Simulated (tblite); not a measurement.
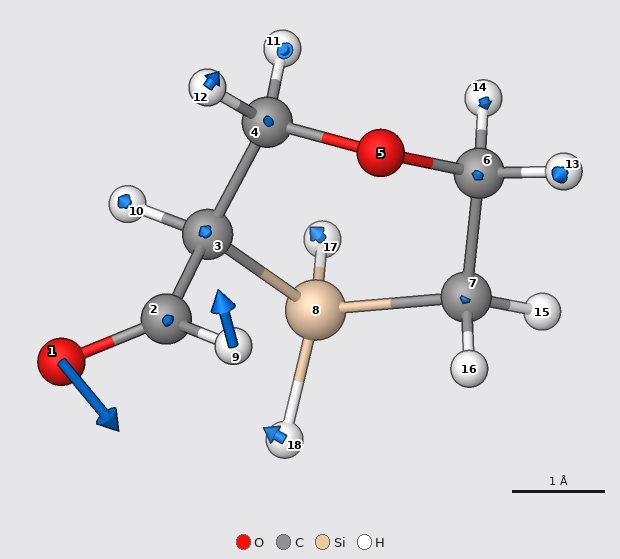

This is a relaxation of C$_{5}$H$_{10}$O$_{2}$Si. The starting structure is drawn; blue arrows show the displacements, magnified 2 times. The two geometries are superimposed by the best rigid fit.

Style: ball-and-stick. Shown at a tilt.

Method: tblite, GFN2-xTB geometry optimisation, gas phase. 

Atoms of which element are displaced furthest, and by how much?

Answer. Oxygen: up to 0.54 Å, against 0.35 Å for hydrogen.

Describe the change and its energy.

Answer. After 71 geometry steps the energy has fallen by 5.48 kcal/mol. The largest move after the best rigid fit is that of O1, 0.54 Å. By element the largest moves are O 0.54 Å, H 0.35 Å, C 0.07 Å, Si 0.03 Å. Near-neighbour distances that change, for instance: C3–Si8 1.877 → 1.928 Å, O1–C2 1.243 → 1.204 Å, Si8–H18 1.490 → 1.458 Å, C2–C3 1.508 → 1.481 Å. Among the angles between lasting bonds that change: C2–C3–C4 107.2° → 112.1°, C2–C3–Si8 112.4° → 107.6°, C3–C2–H9 117.7° → 113.5°. Groups turn about C2–C3 by about 25°.
